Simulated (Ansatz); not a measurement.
Input

```
crystal:
  periodic: [false, false, false]
  atoms:
    - { symbol: B, position_ang: [-0.78613, 0.73756, -1.04386] }
    - { symbol: C, position_ang: [0.2121, 0.4954, 0.06207] }
    - { symbol: C, position_ang: [0.46078, -0.79984, 0.72868] }
    - { symbol: H, position_ang: [-1.31409, -0.17077, -1.56677] }
    - { symbol: H, position_ang: [-1.03411, 1.83218, -1.38131] }
    - { symbol: H, position_ang: [0.83185, 1.29889, 0.44834] }
    - { symbol: H, position_ang: [1.4912, -1.12459, 0.61127] }
    - { symbol: H, position_ang: [0.22583, -0.72925, 1.79498] }
    - { symbol: H, position_ang: [-0.20536, -1.57087, 0.3298] }
magnetization:
  spin_polarized: true
  initial_magnetization: 1
basis:
  gaussian: { orbitals: def2-SVP }
hamiltonian:
  xc: pbe
  dispersion: d4
relax:
  f_tol: 0.015
  max_steps: 40
output:
  orbitals: {}
```

Launched as:

```sh
ansatz run input.yaml --threads 1 --pin off --max-ram 2048MiB --backend cpu --events-out ev --progress --plain --runs-dir out
```

The fields are those of the relaxed geometry.

Method: UKS PBE-D4/def2-SVP (Ansatz 0.2.0).

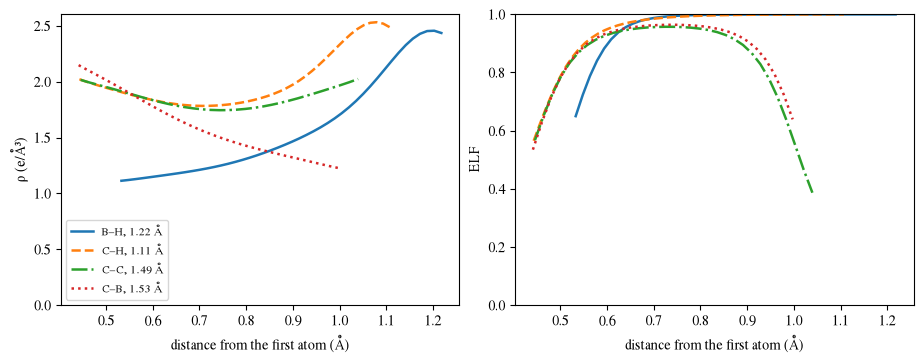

C₂H₆B (doublet). Total electron density and ELF along straight lines between neighbouring atoms. The curves leave out the atomic cores.

### Compare the contacts.

B–H (1.22 Å): ρ is about 1.2 e/Å³ halfway; the ELF climbs to about 1 towards the hydrogen, as it does in any bond to H; an ordinary covalent bond to hydrogen.
C–H (1.11 Å): the density is about 1.9 e/Å³ at the midpoint; the ELF climbs to about 1 towards the hydrogen; an ordinary covalent bond to hydrogen.
C–C (1.49 Å): ρ is about 1.7 e/Å³ halfway; the ELF peaks at about 0.95 between the atoms; a covalent bond.
C–B (1.53 Å): ρ at the midpoint is about 1.5 e/Å³; the ELF peaks at about 0.95 between the atoms, as expected for a covalent bond.
